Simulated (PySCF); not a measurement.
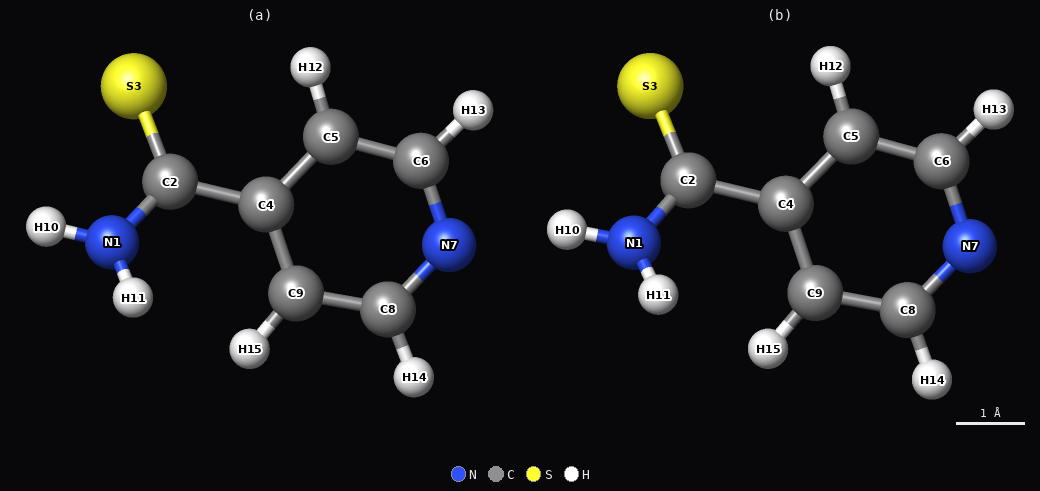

The structure of C$_{6}$H$_{6}$N$_{2}$S before (left) and after (right) a relaxation, at one scale.

Style: ball-and-stick. Shown face on.

The start comes from GFN2-xTB.

Theory: PySCF, PBE0-D3(BJ)/def2-SVP geometry optimisation, gas phase. 

### What changed between the two?

H11 moves most after the best rigid fit: 0.11 Å. By element the largest moves are H 0.11 Å, S 0.08 Å, C 0.04 Å, N 0.03 Å. Some distances before and after: C2–C4 1.467 → 1.490 Å, C6–H13 1.082 → 1.096 Å, C5–H12 1.079 → 1.092 Å, C6–N7 1.323 → 1.332 Å. Among the angles between lasting bonds that change: N1–C2–C4 118.0° → 115.1°, N1–C2–S3 120.6° → 122.6°. The energy falls by 1.16 kcal/mol in 5 geometry steps. Largest force component: 0.81 eV/Å at the start, 0.014 eV/Å at the end.
